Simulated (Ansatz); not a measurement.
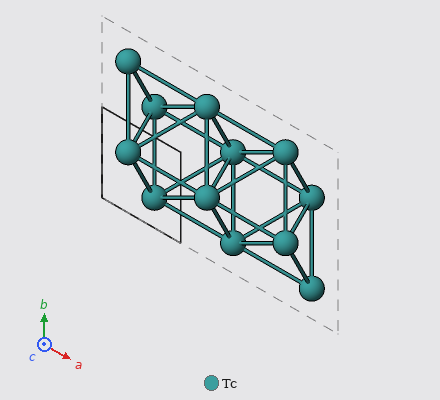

Tc (P6_3/mmc, No. 194): the input geometry of a calculation.

```cif
data_structure
_symmetry_space_group_name_H-M 'P 1'
_symmetry_Int_Tables_number 1
_cell_length_a 2.7527
_cell_length_b 2.7527
_cell_length_c 4.4009
_cell_angle_alpha 90.000
_cell_angle_beta 90.000
_cell_angle_gamma 120.000
_cell_volume 28.88
loop_
_atom_site_label
_atom_site_type_symbol
_atom_site_fract_x
_atom_site_fract_y
_atom_site_fract_z
_atom_site_occupancy
Tc1 Tc 0.33333 0.66667 0.75000 1
Tc2 Tc 0.66667 0.33333 0.25000 1
```

Question: What will an integrated-DPC-like image along [001] show? Simulated as the projected potential of neutral atoms (B = 0.8 Å²) blurred by a 0.78 Å probe, the thin-sample limit of integrated differential phase contrast. The display is stretched by a gamma of 0.8; percentages refer to the linear signal. Shot noise and the speckle of an amorphous layer were added.

Answer: The columns repeat on a hexagonal net with a repeat of 2.75 Å (plane group p6mm). All columns are alike (Tc). The shortest distance between visible columns is 1.59 Å in projection. Along the beam the structure repeats every 4.40 Å.

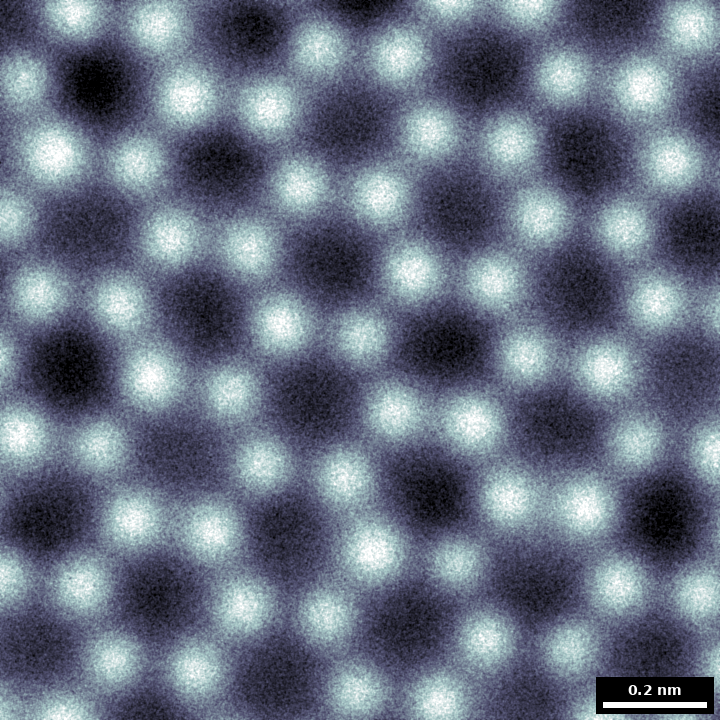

The simulated image.
